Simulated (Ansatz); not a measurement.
The figure comes from a scan of AlN (wurtzite): the cell is scaled evenly about its relaxed volume V₀. All values below come from r2SCAN (plane waves to 500 eV, PAW, scalar-relativistic; Ansatz, a program for electronic structure). k mesh 13×13×7 (Γ-centred), Fermi-Dirac smearing 0.05 eV. Compression counts positive. AlN was relaxed with its symmetry unable to fall. 

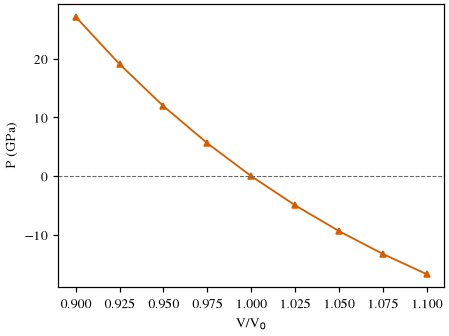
P (GPa) against V/V₀; one marker a computed point.

**Question.** Read the plotted values off the figure, to the accuracy that the plot allows.

**Answer.** To the nearest 1:

| V/V₀ | P (GPa) |
|---|---|
| 0.900 | 27 |
| 0.925 | 19 |
| 0.950 | 12 |
| 0.975 | 6 |
| 1.000 | 0 |
| 1.025 | -5 |
| 1.050 | -9 |
| 1.075 | -13 |
| 1.100 | -17 |

(A scan under strain: stresses follow from slopes of the energy per volume, elastic moduli from its curvatures.)
